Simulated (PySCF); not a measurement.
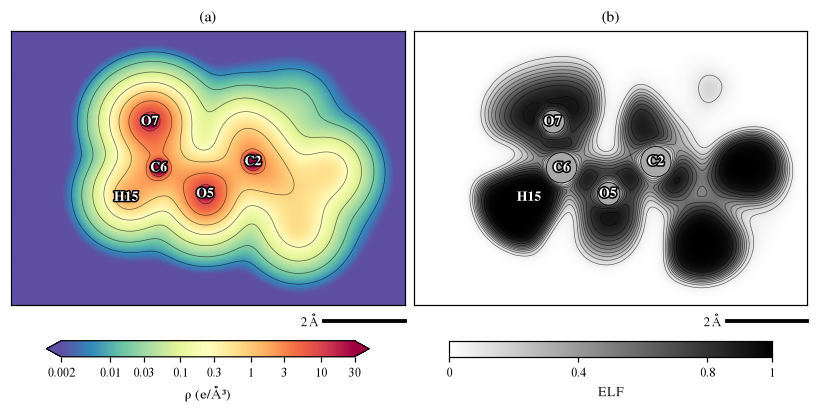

C$_{4}$H$_{8}$O$_{3}$. (a) total electron density; (b) electron localisation function on the plane of atoms C2, O5 and C6. Grey discs cover the atomic cores in the ELF map.

Geometry: GFN2-xTB, MD frame at 250 fs, 300 K.

All numbers below come from PySCF 2.14.0, PBE0/pcSseg-1, SCF density, gas phase, non-relativistic.

The calculation's input:

```
{"job": {"kind": "nmr", "xc": "PBE0", "basis": "pcSseg-1", "pop": false}, "charge": 0, "multiplicity": 1}
C     -0.871500     1.568100    -0.604200
C     -0.217500     0.402100    -0.049100
C     -1.205500    -0.744100     0.339600
O     -2.241800    -0.962000    -0.638200
O      0.863700     0.067000    -0.911300
C      1.930600    -0.513100    -0.347700
O      2.104600    -0.814000     0.766300
H     -0.336500     2.554600    -0.371700
H     -1.849200     1.607400    -0.027800
H     -1.085900     1.551200    -1.648600
H      0.273200     0.711700     0.917000
H     -0.762900    -1.692700     0.454700
H     -1.673500    -0.409300     1.273200
H     -2.035800    -0.350500    -1.385900
H      2.713100    -0.641000    -1.114500
```

Command:

```sh
OMP_NUM_THREADS=1 python probes_run.py task.json out
```

Read the bonding off the picture.

Answer.
- The plane passes through C, O and H nuclei.
- C–O (1.17 Å): ρ at the midpoint is about 3.6 e/Å³; the ELF peaks at about 0.85 between the atoms: a short, multiple covalent bond.
- C–O (1.34 Å): ρ is about 2.4 e/Å³ halfway; the ELF peaks at about 0.85 between the atoms, as expected for a polar covalent bond.
- The ELF also peaks beside O5 and O7, away from the bonds: lone-pair regions.
